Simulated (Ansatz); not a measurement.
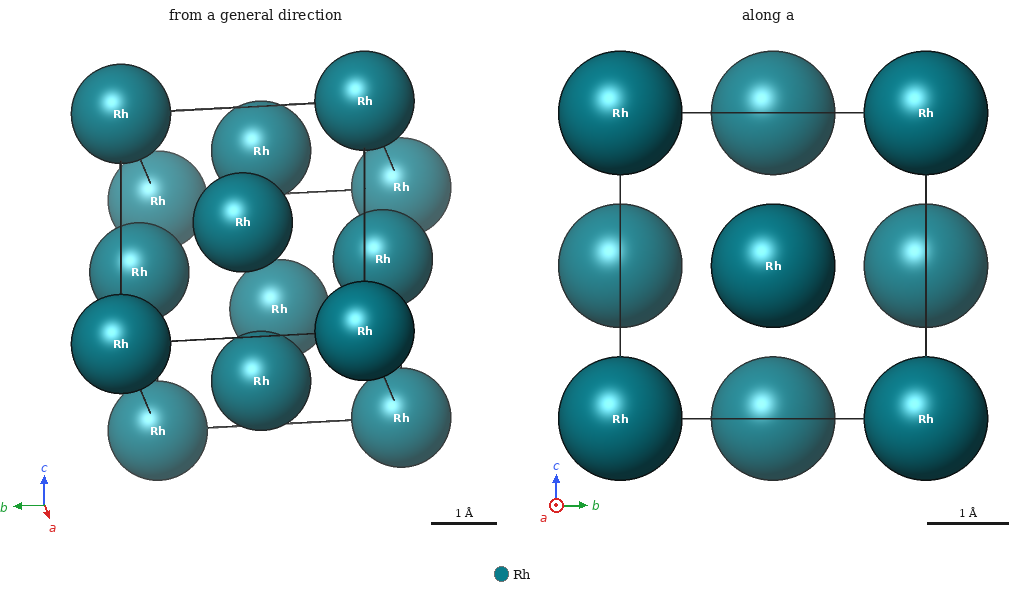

Spheres-only representation of a periodic structure, projected from a general direction and along the a axis. The box is the conventional unit cell; atoms on or close to its faces, edges and corners are drawn wherever they repeat.

Edges and angles: a = 3.800 Å, b = 3.800 Å, c = 3.800 Å, α = 90.00°, β = 90.00°, γ = 90.00°.

Q: Give the number of atoms in the outlined cell.

A: 4 (rhodium), counting shared atoms by their share.

Q: To which lattice type does it belong?

A: Face-centred cubic.

Q: What space-group symmetry does the structure have?

A: Fm-3m (No. 225), with Rh on 4a.

Q: Which known structure type is this?

A: Face-centred cubic (Cu type).

The model was built from the standard structure of this element. Earlier steps of the study may have refined or changed the cell and positions. It was run through Ansatz as a DFT input.
